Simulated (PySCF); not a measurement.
**One shape, several levels: ZrO2 (SMILES [O]=[Zr]=[O])**

Wanted: a comparison of 6 runs (B3LYP/def2-TZVP, PBE/def2-TZVP, PBE0/def2-TZVP, TPSS/def2-TZVP, r2SCAN/def2-TZVP, wB97X/def2-TZVP) of ZrO2. The job is set up through a Python script.

Program for the calculation: PySCF 2.14.0.

1 further run of the same task is left out (set aside as unsound or not needed).

## (1) The system as given

ZrO2 has 3 atoms, charge 0, and is taken as a singlet. SMILES: `[O]=[Zr]=[O]`. One bond was lengthened or shortened from a relaxed shape.

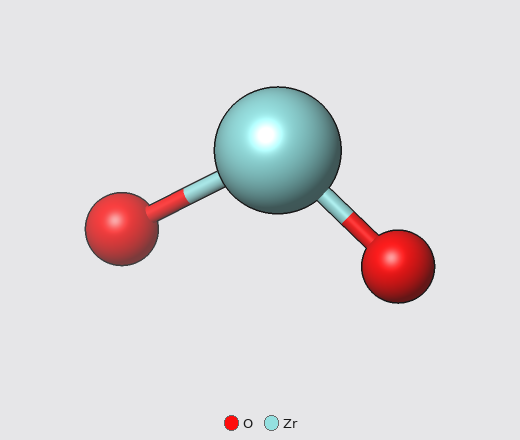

The structure, seen from a chosen angle (oxygen red, zirconium light teal).

## (2) The energy at B3LYP/def2-TZVP (core potential) (run 1)

Contents of mol.xyz:

```xyz
3

O      0.700404     1.512654     0.393891
Zr     0.348500    -0.481700     0.351800
O     -1.003000    -0.770800    -0.740100
```

Contents of calc.py:

```python
from pyscf import gto, dft

molecule = gto.M(
    atom='mol.xyz',
    charge=0,
    ecp={'Zr': 'def2-svp'},
    basis='def2-tzvp',
    max_memory=1860,
    verbose=4,
    spin=0,
)

calc0 = dft.RKS(molecule, xc='b3lyp')
calc0.conv_tol = 1e-10
calc0.grids.level = 5
calc0.kernel()
if not calc0.converged:
    calc0 = calc0.newton().run(calc0.mo_coeff, calc0.mo_occ)

e_tot = calc0.e_tot
print('Final energy', e_tot)
```

The run is started by

```
$ OMP_NUM_THREADS=1 python calc.py
```

The program printed:

```text
PySCF version 2.14.0

[INPUT] num. atoms = 3
[INPUT] num. electrons = 28
[INPUT] charge = 0
[INPUT] spin (= nelec alpha-beta = 2S) = 0
[INPUT] symmetry False subgroup None
[INPUT] Mole.unit = angstrom
[INPUT] Symbol           X                Y                Z      unit          X                Y                Z       unit  Magmom
[INPUT]  1 O      0.700404000000   1.512654000000   0.393891000000 AA    1.323571736550   2.858501781228   0.744346112931 Bohr   0.0
[INPUT]  2 Zr     0.348500000000  -0.481700000000   0.351800000000 AA    0.658569554411  -0.910281074203   0.664805650622 Bohr   0.0
[INPUT]  3 O     -1.003000000000  -0.770800000000  -0.740100000000 AA   -1.895395302939  -1.456600896815  -1.398586304791 Bohr   0.0

nuclear repulsion = 64.9667890539944
number of shells = 36
number of NR pGTOs = 152
number of NR cGTOs = 102
basis = def2-tzvp
ecp = {'Zr': 'def2-svp'}

******** <class 'pyscf.dft.rks.RKS'> ********
method = RKS
initial guess = minao
damping factor = 0
level_shift factor = 0
DIIS = <class 'pyscf.scf.diis.CDIIS'>
diis_start_cycle = 1
diis_space = 8
diis_damp = 0
SCF conv_tol = 1e-10
SCF conv_tol_grad = None
SCF max_cycles = 50
direct_scf = True
direct_scf_tol = 1e-13
XC library pyscf.dft.libxc version 7.0.0
    S. Lehtola, C. Steigemann, M. J.T. Oliveira, and M. A.L. Marques.,  SoftwareX 7, 1–5 (2018)
XC functionals = b3lyp
    P. J. Stephens, F. J. Devlin, C. F. Chabalowski, and M. J. Frisch.,  J. Phys. Chem. 98, 11623 (1994)
radial grids:
    Treutler-Ahlrichs [JCP 102, 346 (1995); DOI:10.1063/1.469408] (M4) radial grids

becke partition: Becke, JCP 88, 2547 (1988); DOI:10.1063/1.454033
pruning grids: <function nwchem_prune>
grids dens level: 5
symmetrized grids: False
atomic radii adjust function: <function treutler_atomic_radii_adjust>
small_rho_cutoff = 0
Set gradient conv threshold to 1e-05
Initial guess from minao.
tot grids = 134368
init E= -192.006447511876
  HOMO = -0.593149324521245  LUMO = -0.441420273314303  gap/eV = 4.12876
cycle= 1 E= -197.28313531  delta_E= -5.28  |g|= 1.21  |ddm|= 4.56
  HOMO = -0.0890705370791536  LUMO = -0.0537352843680097  gap/eV = 0.96152
cycle= 2 E= -190.076324748625  delta_E= 7.21  |g|= 4.76  |ddm|= 3.33
  HOMO = -0.212799999221415  LUMO = -0.0727489945167896  gap/eV = 3.81098
cycle= 3 E= -197.364344552662  delta_E= -7.29  |g|= 0.894  |ddm|= 3.14
  HOMO = -0.195516564420885  LUMO = -0.139727373539351  gap/eV = 1.51810
cycle= 4 E= -197.479846085432  delta_E= -0.116  |g|= 0.777  |ddm|= 0.964
  HOMO = -0.238883031743896  LUMO = -0.147963906026142  gap/eV = 2.47404
cycle= 5 E= -197.545280136984  delta_E= -0.0654  |g|= 0.506  |ddm|= 0.507
  HOMO = -0.207796195577963  LUMO = -0.139410111261917  gap/eV = 1.86088
cycle= 6 E= -197.576450546154  delta_E= -0.0312  |g|= 0.307  |ddm|= 0.321
  HOMO = -0.216799655716517  LUMO = -0.13606671450826  gap/eV = 2.19686
cycle= 7 E= -197.589977930141  delta_E= -0.0135  |g|= 0.186  |ddm|= 0.0744
  HOMO = -0.229372214186998  LUMO = -0.135249004638901  gap/eV = 2.56122
cycle= 8 E= -197.597145743528  delta_E= -0.00717  |g|= 0.0108  |ddm|= 0.0885
  HOMO = -0.228938259178513  LUMO = -0.135287933178763  gap/eV = 2.54836
cycle= 9 E= -197.597163133993  delta_E= -1.74e-05  |g|= 0.00456  |ddm|= 0.00745
  HOMO = -0.229146298816932  LUMO = -0.135155303639714  gap/eV = 2.55763
cycle= 10 E= -197.597168134926  delta_E= -5e-06  |g|= 0.000939  |ddm|= 0.00387
  HOMO = -0.229096474763885  LUMO = -0.135162357871913  gap/eV = 2.55608
cycle= 11 E= -197.597168350301  delta_E= -2.15e-07  |g|= 0.000242  |ddm|= 0.000683
  HOMO = -0.229064890545718  LUMO = -0.135161630145678  gap/eV = 2.55524
cycle= 12 E= -197.597168372155  delta_E= -2.19e-08  |g|= 8.33e-05  |ddm|= 0.000403
  HOMO = -0.229064409513146  LUMO = -0.135157514621572  gap/eV = 2.55534
cycle= 13 E= -197.59716837449  delta_E= -2.34e-09  |g|= 8.55e-06  |ddm|= 0.000136
  HOMO = -0.229063672277221  LUMO = -0.135156765231059  gap/eV = 2.55534
cycle= 14 E= -197.597168374538  delta_E= -4.84e-11  |g|= 2.67e-06  |ddm|= 2.65e-05
  HOMO = -0.229064667265664  LUMO = -0.13515692888252  gap/eV = 2.55536
Extra cycle  E= -197.597168374526  delta_E= 1.21e-11  |g|= 8.35e-06  |ddm|= 8.05e-06
converged SCF energy = -197.597168374526
Final energy -197.59716837452638
```

It took 13 s on 1 thread of Arm Neoverse V2, shared host; peak memory 0.5 GiB.

## (3) A single-point energy at PBE/def2-TZVP (core potential) (run 2)

Contents of calc.py:

```python
from pyscf import gto, dft

system = gto.Mole()
system.atom = '''
O      1.323572     2.858502     0.744346
Zr     0.658570    -0.910281     0.664806
O     -1.895395    -1.456601    -1.398586
'''
system.max_memory = 1860
system.unit = 'bohr'
system.basis = 'def2-tzvp'
system.charge = 0
system.verbose = 4
system.ecp = {'Zr': 'def2-svp'}
system.build()

mf = dft.RKS(system, xc='pbe')
mf.grids.level = 5
mf.conv_tol = 1e-10
mf.kernel()
if not mf.converged:
    mf = mf.newton().run(mf.mo_coeff, mf.mo_occ)

etot = mf.e_tot
print('Final energy', etot)
```

The run is started by

```
$ OMP_NUM_THREADS=1 python calc.py
```

The program printed:

```text
PySCF version 2.14.0

[INPUT] num. atoms = 3
[INPUT] num. electrons = 28
[INPUT] charge = 0
[INPUT] spin (= nelec alpha-beta = 2S) = 0
[INPUT] symmetry False subgroup None
[INPUT] Mole.unit = bohr
[INPUT] Symbol           X                Y                Z      unit          X                Y                Z       unit  Magmom
[INPUT]  1 O      0.700404139412   1.512654115769   0.393890940239 AA    1.323572000000   2.858502000000   0.744346000000 Bohr   0.0
[INPUT]  2 Zr     0.348500235796  -0.481699960733   0.351800184883 AA    0.658570000000  -0.910281000000   0.664806000000 Bohr   0.0
[INPUT]  3 O     -1.002999839692  -0.770800054603  -0.740099838712 AA   -1.895395000000  -1.456601000000  -1.398586000000 Bohr   0.0

nuclear repulsion = 64.9667868306548
number of shells = 36
number of NR pGTOs = 152
number of NR cGTOs = 102
basis = def2-tzvp
ecp = {'Zr': 'def2-svp'}

******** <class 'pyscf.dft.rks.RKS'> ********
method = RKS
initial guess = minao
damping factor = 0
level_shift factor = 0
DIIS = <class 'pyscf.scf.diis.CDIIS'>
diis_start_cycle = 1
diis_space = 8
diis_damp = 0
SCF conv_tol = 1e-10
SCF conv_tol_grad = None
SCF max_cycles = 50
direct_scf = True
direct_scf_tol = 1e-13
XC library pyscf.dft.libxc version 7.0.0
    S. Lehtola, C. Steigemann, M. J.T. Oliveira, and M. A.L. Marques.,  SoftwareX 7, 1–5 (2018)
XC functionals = pbe
    J. P. Perdew, K. Burke, and M. Ernzerhof.,  Phys. Rev. Lett. 77, 3865 (1996)
    J. P. Perdew, K. Burke, and M. Ernzerhof.,  Phys. Rev. Lett. 78, 1396 (1997)
    J. P. Perdew, K. Burke, and M. Ernzerhof.,  Phys. Rev. Lett. 77, 3865 (1996)
    J. P. Perdew, K. Burke, and M. Ernzerhof.,  Phys. Rev. Lett. 78, 1396 (1997)
radial grids:
    Treutler-Ahlrichs [JCP 102, 346 (1995); DOI:10.1063/1.469408] (M4) radial grids

becke partition: Becke, JCP 88, 2547 (1988); DOI:10.1063/1.454033
pruning grids: <function nwchem_prune>
grids dens level: 5
symmetrized grids: False
atomic radii adjust function: <function treutler_atomic_radii_adjust>
small_rho_cutoff = 0
Set gradient conv threshold to 1e-05
[... 1 set-up line as earlier in the session ...]
tot grids = 134368
init E= -192.007755778751
  HOMO = -0.56859687916144  LUMO = -0.46588839908748  gap/eV = 2.79484
cycle= 1 E= -197.175086847739  delta_E= -5.17  |g|= 1.09  |ddm|= 4.63
  HOMO = -0.0442691247690163  LUMO = -0.0274425989786163  gap/eV = 0.45787
cycle= 2 E= -195.407348114243  delta_E= 1.77  |g|= 2.78  |ddm|= 3.06
  HOMO = -0.270625129796718  LUMO = -0.092653549455477  gap/eV = 4.84285
cycle= 3 E= -196.855903136029  delta_E= -1.45  |g|= 1.54  |ddm|= 2.67
  HOMO = -0.217109160005856  LUMO = -0.155364388641502  gap/eV = 1.68016
cycle= 4 E= -197.442548831888  delta_E= -0.587  |g|= 0.31  |ddm|= 0.911
  HOMO = -0.219952158008383  LUMO = -0.152192837524829  gap/eV = 1.84383
cycle= 5 E= -197.331491161216  delta_E= 0.111  |g|= 0.797  |ddm|= 0.52
  HOMO = -0.178932804137521  LUMO = -0.148556135968505  gap/eV = 0.82659
cycle= 6 E= -197.454164459465  delta_E= -0.123  |g|= 0.216  |ddm|= 0.484
  HOMO = -0.180200006108727  LUMO = -0.14457223442983  gap/eV = 0.96948
cycle= 7 E= -197.463132534256  delta_E= -0.00897  |g|= 0.093  |ddm|= 0.0827
  HOMO = -0.184921284838968  LUMO = -0.145810645433677  gap/eV = 1.06425
cycle= 8 E= -197.464602817862  delta_E= -0.00147  |g|= 0.0414  |ddm|= 0.0334
  HOMO = -0.186121154140899  LUMO = -0.145216794639808  gap/eV = 1.11306
cycle= 9 E= -197.46497728022  delta_E= -0.000374  |g|= 0.00849  |ddm|= 0.0196
  HOMO = -0.186073256831911  LUMO = -0.144985359765858  gap/eV = 1.11806
cycle= 10 E= -197.464992252825  delta_E= -1.5e-05  |g|= 0.00209  |ddm|= 0.00413
  HOMO = -0.186156449382644  LUMO = -0.144955266386301  gap/eV = 1.12114
cycle= 11 E= -197.464993204344  delta_E= -9.52e-07  |g|= 0.000135  |ddm|= 0.00124
  HOMO = -0.186154492284185  LUMO = -0.144960332538076  gap/eV = 1.12095
cycle= 12 E= -197.464993208974  delta_E= -4.63e-09  |g|= 1.46e-05  |ddm|= 9.62e-05
  HOMO = -0.186153896194249  LUMO = -0.144960173690649  gap/eV = 1.12094
cycle= 13 E= -197.464993209019  delta_E= -4.43e-11  |g|= 6.24e-06  |ddm|= 1.66e-05
  HOMO = -0.186156125632785  LUMO = -0.144959827244087  gap/eV = 1.12101
Extra cycle  E= -197.46499320862  delta_E= 3.98e-10  |g|= 4.32e-05  |ddm|= 2.6e-05
converged SCF energy = -197.46499320862
Final energy -197.46499320862026
```

Run time: 11 s. Hardware: 1 thread of Arm Neoverse V2, shared host; peak memory 0.5 GiB.

Run 3 isn't shown in full; the table further down has it.

## (4) The energy at TPSS/def2-TZVP (core potential) (run 4)

Contents of input.xyz:

```xyz
3

O      0.700404     1.512654     0.393891
Zr     0.348500    -0.481700     0.351800
O     -1.003000    -0.770800    -0.740100
```

Contents of calc.py:

```python
from pyscf import gto, dft

mol = gto.Mole()
mol.atom = 'input.xyz'
mol.max_memory = 1860
mol.ecp = {'Zr': 'def2-svp'}
mol.basis = 'def2-tzvp'
mol.verbose = 4
mol.build()

calc0 = dft.RKS(mol, xc='tpss')
calc0.conv_tol = 1e-10
calc0.grids.level = 5
calc0.kernel()
if not calc0.converged:
    calc0 = calc0.newton().run(calc0.mo_coeff, calc0.mo_occ)

e_tot = calc0.e_tot
print('E = %.10f Eh' % e_tot)
```

The run is started by

```
$ OMP_NUM_THREADS=1 python calc.py
```

The program printed:

```text
PySCF version 2.14.0

[INPUT] num. atoms = 3
[INPUT] num. electrons = 28
[INPUT] charge = 0
[INPUT] spin (= nelec alpha-beta = 2S) = 0
[INPUT] symmetry False subgroup None
[INPUT] Mole.unit = angstrom
[INPUT] Symbol           X                Y                Z      unit          X                Y                Z       unit  Magmom
[INPUT]  1 O      0.700404000000   1.512654000000   0.393891000000 AA    1.323571736550   2.858501781228   0.744346112931 Bohr   0.0
[INPUT]  2 Zr     0.348500000000  -0.481700000000   0.351800000000 AA    0.658569554411  -0.910281074203   0.664805650622 Bohr   0.0
[INPUT]  3 O     -1.003000000000  -0.770800000000  -0.740100000000 AA   -1.895395302939  -1.456600896815  -1.398586304791 Bohr   0.0

nuclear repulsion = 64.9667890539944
number of shells = 36
number of NR pGTOs = 152
number of NR cGTOs = 102
basis = def2-tzvp
ecp = {'Zr': 'def2-svp'}

******** <class 'pyscf.dft.rks.RKS'> ********
method = RKS
initial guess = minao
damping factor = 0
level_shift factor = 0
DIIS = <class 'pyscf.scf.diis.CDIIS'>
diis_start_cycle = 1
diis_space = 8
diis_damp = 0
SCF conv_tol = 1e-10
SCF conv_tol_grad = None
SCF max_cycles = 50
direct_scf = True
direct_scf_tol = 1e-13
XC library pyscf.dft.libxc version 7.0.0
    S. Lehtola, C. Steigemann, M. J.T. Oliveira, and M. A.L. Marques.,  SoftwareX 7, 1–5 (2018)
XC functionals = tpss
    J. Tao, J. P. Perdew, V. N. Staroverov, and G. E. Scuseria.,  Phys. Rev. Lett. 91, 146401 (2003)
    J. Tao, J. P. Perdew, V. N. Staroverov, and G. E. Scuseria.,  Phys. Rev. Lett. 91, 146401 (2003)
radial grids:
    Treutler-Ahlrichs [JCP 102, 346 (1995); DOI:10.1063/1.469408] (M4) radial grids

becke partition: Becke, JCP 88, 2547 (1988); DOI:10.1063/1.454033
pruning grids: <function nwchem_prune>
grids dens level: 5
symmetrized grids: False
atomic radii adjust function: <function treutler_atomic_radii_adjust>
small_rho_cutoff = 0
Set gradient conv threshold to 1e-05
[... 1 set-up line as earlier in the session ...]
tot grids = 134368
init E= -192.131737628326
  HOMO = -0.573554477742846  LUMO = -0.458815399156623  gap/eV = 3.12221
cycle= 1 E= -197.331078077204  delta_E= -5.2  |g|=  1.1  |ddm|= 4.62
  HOMO = -0.0381467115851646  LUMO = -0.0316328613228116  gap/eV = 0.17725
cycle= 2 E= -193.595444552868  delta_E= 3.74  |g|= 3.83  |ddm|= 3.08
  HOMO = -0.212183538338514  LUMO = -0.0717121527607176  gap/eV = 3.82242
cycle= 3 E= -197.136487029232  delta_E= -3.54  |g|= 1.29  |ddm|= 2.83
  HOMO = -0.192710216020952  LUMO = -0.136642081453601  gap/eV = 1.52569
cycle= 4 E= -197.595319297942  delta_E= -0.459  |g|= 0.313  |ddm|= 0.96
  HOMO = -0.198454523242194  LUMO = -0.146802895979871  gap/eV = 1.40551
cycle= 5 E= -197.509505071518  delta_E= 0.0858  |g|= 0.715  |ddm|= 0.446
  HOMO = -0.171749208852173  LUMO = -0.141004118859453  gap/eV = 0.83662
cycle= 6 E= -197.585090880916  delta_E= -0.0756  |g|= 0.35  |ddm|= 0.419
  HOMO = -0.172166180376244  LUMO = -0.138337866425726  gap/eV = 0.92052
cycle= 7 E= -197.59552632889  delta_E= -0.0104  |g|= 0.281  |ddm|= 0.051
  HOMO = -0.180236172685802  LUMO = -0.138357395568246  gap/eV = 1.13958
cycle= 8 E= -197.607938473599  delta_E= -0.0124  |g|= 0.15  |ddm|= 0.0737
  HOMO = -0.185458862604751  LUMO = -0.137041629056164  gap/eV = 1.31750
cycle= 9 E= -197.6126296925  delta_E= -0.00469  |g|= 0.0367  |ddm|= 0.0639
  HOMO = -0.186463227467545  LUMO = -0.136372609866775  gap/eV = 1.36304
cycle= 10 E= -197.612938143839  delta_E= -0.000308  |g|= 0.00199  |ddm|= 0.0204
  HOMO = -0.186525821180233  LUMO = -0.136420623246259  gap/eV = 1.36343
cycle= 11 E= -197.612938811025  delta_E= -6.67e-07  |g|= 0.000611  |ddm|= 0.00116
  HOMO = -0.186531110049014  LUMO = -0.136437707320582  gap/eV = 1.36311
cycle= 12 E= -197.612938897753  delta_E= -8.67e-08  |g|= 0.000103  |ddm|= 0.000492
  HOMO = -0.186536563344394  LUMO = -0.13644024891547  gap/eV = 1.36319
cycle= 13 E= -197.612938900297  delta_E= -2.54e-09  |g|= 1.76e-05  |ddm|= 7.12e-05
  HOMO = -0.18653753495321  LUMO = -0.136440045105473  gap/eV = 1.36322
cycle= 14 E= -197.612938900363  delta_E= -6.6e-11  |g|= 5.78e-06  |ddm|= 1.43e-05
  HOMO = -0.186536734606893  LUMO = -0.136440818198391  gap/eV = 1.36318
Extra cycle  E= -197.612938900127  delta_E= 2.35e-10  |g|= 3.37e-05  |ddm|= 1.91e-05
converged SCF energy = -197.612938900127
E = -197.6129389001 Eh
```

Run time: 27 s. Hardware: 1 thread of Arm Neoverse V2, shared host; peak memory 0.54 GiB.

Run 5 isn't shown in full; the table further down has it.

## (5) The energy at wB97X/def2-TZVP (core potential) (run 6)

Contents of calc.py:

```python
from pyscf import gto, dft

mol = gto.M(
    atom='O 0.700404 1.512654 0.393891; Zr 0.348500 -0.481700 0.351800; O -1.003000 -0.770800 -0.740100',
    basis='def2-tzvp',
    ecp={'Zr': 'def2-svp'},
    max_memory=1860,
    spin=0,
    verbose=4,
)

mf = dft.RKS(mol)
mf.xc = 'wb97x'
mf.conv_tol = 1e-10
mf.grids.level = 5
mf.kernel()
if not mf.converged:
    mf = mf.newton().run(mf.mo_coeff, mf.mo_occ)

energy = mf.e_tot
print(f'total energy: {energy:.8f} hartree')
```

The run is started by

```
$ OMP_NUM_THREADS=1 python calc.py
```

The program printed:

```text
PySCF version 2.14.0

[INPUT] num. atoms = 3
[INPUT] num. electrons = 28
[INPUT] charge = 0
[INPUT] spin (= nelec alpha-beta = 2S) = 0
[INPUT] symmetry False subgroup None
[INPUT] Mole.unit = angstrom
[INPUT] Symbol           X                Y                Z      unit          X                Y                Z       unit  Magmom
[INPUT]  1 O      0.700404000000   1.512654000000   0.393891000000 AA    1.323571736550   2.858501781228   0.744346112931 Bohr   0.0
[INPUT]  2 Zr     0.348500000000  -0.481700000000   0.351800000000 AA    0.658569554411  -0.910281074203   0.664805650622 Bohr   0.0
[INPUT]  3 O     -1.003000000000  -0.770800000000  -0.740100000000 AA   -1.895395302939  -1.456600896815  -1.398586304791 Bohr   0.0

nuclear repulsion = 64.9667890539944
number of shells = 36
number of NR pGTOs = 152
number of NR cGTOs = 102
basis = def2-tzvp
ecp = {'Zr': 'def2-svp'}

[... 64 lines left out ...]
converged SCF energy = -197.518659128538
total energy: -197.51865913 hartree
```

It took 21 s on 1 thread of Arm Neoverse V2, shared host; peak memory 0.51 GiB.

## (6) All runs side by side

| run | level | energy (Eh) | dipole moment (D) | HOMO energy (eV) | LUMO energy (eV) | wall time |
| --- | --- | --- | --- | --- | --- | --- |
| 1 | B3LYP/def2-TZVP (core potential) | -197.597168 | 8.49 | -6.23 | -3.68 | 13 s |
| 2 | PBE/def2-TZVP (core potential) | -197.464993 | 7.85 | -5.07 | -3.94 | 11 s |
| 3 | PBE0/def2-TZVP (core potential) | -197.401839 | 8.65 | -6.41 | -3.30 | 13 s |
| 4 | TPSS/def2-TZVP (core potential) | -197.612939 | 8.12 | -5.08 | -3.71 | 27 s |
| 5 | r2SCAN/def2-TZVP (core potential) | -197.538840 | 8.39 | -5.23 | -3.53 | 28 s |
| 6 | wB97X/def2-TZVP (core potential) | -197.518659 | 9.24 | -8.69 | -1.44 | 21 s |

## (7) Summary of results

| quantity | value |
| --- | --- |
| run 6: total energy | -197.51866 Eh |
| run 6: dipole moment | 9.24 D |
| run 6: HOMO energy | -8.69 eV |
| run 6: LUMO energy | -1.44 eV |
| run 6: HOMO–LUMO gap | 7.25 eV |

The dipole moment (its size) runs from 7.85 D (PBE/def2-TZVP) to 9.24 D (wB97X/def2-TZVP). The HOMO–LUMO gap runs from 1.12 eV (PBE/def2-TZVP) to 7.25 eV (wB97X/def2-TZVP). Totals of different functionals can't be ranked against each other. All runs together took 1.9 min, the longest 28 s.
